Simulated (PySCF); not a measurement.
# MoO2Br: relaxation and vibrations of the doublet

Aim: relax MoO2Br as a doublet from a T-shaped (ligand arrangement 1) start, check by its vibrations whether the end is a minimum, and collect its spectrum and constants.

The runs use PySCF 2.14.0; PBE0, basis Mo def2-TZVP with ECP28, O def2-TZVP, Br def2-TZVP, scalar-relativistic core potentials, no spin–orbit coupling, density fitting.

### 1 Where the work starts

4 atoms, charge 0, spin multiplicity 2.

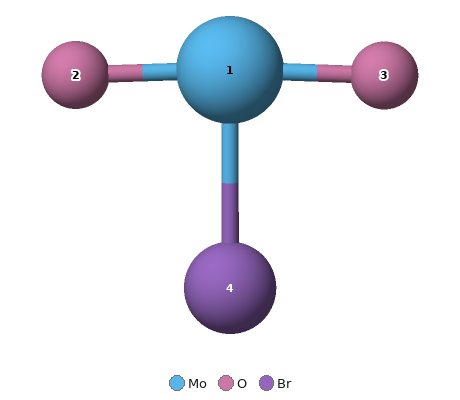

Start geometry, drawn with molybdenum blue, oxygen pink, bromine purple; atoms are numbered from 1 in the order of the file.

```xyz
4
charge 0 multiplicity 2
Mo    0.0000    0.0000    0.0000
O     1.7789    0.0000    0.0621
O    -1.7789    0.0000    0.0621
Br    0.0000    0.0000    2.5200
```

### 2 The SCF at the typed geometry

The steps below are one call of a driver around PySCF. For each, scf.py gives the equivalent set-up of the SCF; relaxations use the driver's own optimiser. After this first run the driver tries any further starts and a stability analysis.

Contents of scf.py:

```python
from pyscf import gto, scf, dft
mol = gto.M(atom='''
Mo     0.000000     0.000000     0.000000
O      1.778900     0.000000     0.062100
O     -1.778900     0.000000     0.062100
Br     0.000000     0.000000     2.520000''',
    basis={'Mo': 'def2-TZVP', 'O': 'def2-TZVP', 'Br': 'def2-TZVP'},
    ecp={'Mo': 'def2-TZVP'},
    charge=0, spin=1)
mf = dft.UKS(mol, xc='PBE0')
mf.grids.atom_grid = (50, 194)
aux = {'Mo': 'def2-universal-JKFIT', 'O': 'def2-universal-JKFIT', 'Br': 'def2-universal-JKFIT'}
mf = mf.density_fit(auxbasis=aux)
mf.conv_tol = 1e-08
mf.diis_space = 10
mf.max_cycle = 60
mf.init_guess = 'minao'
mf.verbose = 4
mf.kernel()
```

Launch:

```sh
> OMP_NUM_THREADS=4 python axn.py task.json out
```

The runs that follow: Relaxing the doublet from the T-shaped (ligand arrangement 1) start; Vibrations and properties at this point; Following the imaginary mode; Vibrations and properties at this point.

Q: Predict the outcome of this session. Wanted: minimum; geometry; wavenumbers; dipole moment; highest occupied, lowest empty level; polar-tensor charge of Mo1; zero-point energy; atomisation energy; ⟨S²⟩.

The runs gave:

| quantity | value |
| --- | --- |
| minimum | doublet, Cs |
| geometry | Mo–Br 2.405 Å, Mo–O 1.673 Å (×2); Br–Mo–O 118.1° (×2), O–Mo–O 111.3° |
| wavenumbers (cm⁻¹) | 117 (a'), 150 (a''), 266 (a'), 382 (a'), 1016 (a''), 1064 (a') |
| dipole moment | 2.13 D |
| highest occupied, lowest empty level (either spin) | -7.58, -3.92 eV |
| polar-tensor charge of Mo1 | +1.79 e |
| zero-point energy | 17.9 kJ/mol |
| entropy at 298.15 K | 332.7 J/(mol K) |
| atomisation energy (no zero-point energy) | 1483 kJ/mol |
| ⟨S²⟩ | 0.759 |

**Reading.** The T-shaped (ligand arrangement 1) start (C2v) ends in a minimum of Cs symmetry, after a stop at a saddle point 3.8 kJ/mol higher, from which it was pushed off along an imaginary mode. In the infrared the band at 1016 cm⁻¹ (a'', stretch) leads. Most of the spin sits on Mo1 (Mulliken spin 1.05, against 1 for the whole molecule). The first SCF alone would have been 4 kJ/mol too high. Other starts or spin states, not run here, may lie lower. Open d and f shells are described by one determinant, and the ground state may have another occupation or spin.
